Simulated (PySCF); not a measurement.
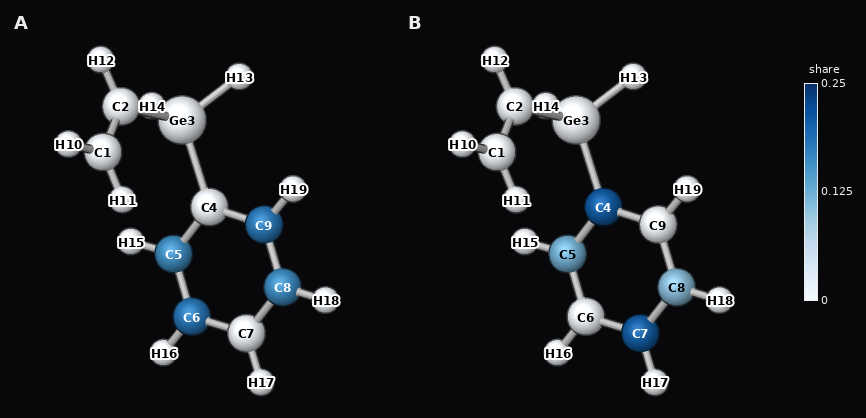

Each panel colours the atoms by their Löwdin share in one orbital (up to four of the largest shares; other atoms are shown as zero). The computed structure is the end point of a PBE0-D3(BJ)/def2-SVP optimisation. No frequency run is at hand to confirm it as a minimum. Computed with B3LYP/def2-SVPD (PySCF 2.14.0).

**The panels show the LUMO, LUMO+1, in some order. Which is which?**

A: LUMO+1, −0.60 eV; C6 0.18, C9 0.18, C8 0.16, C5 0.16
B: LUMO, −0.79 eV; C4 0.21, C7 0.21, C5 0.12, C8 0.10
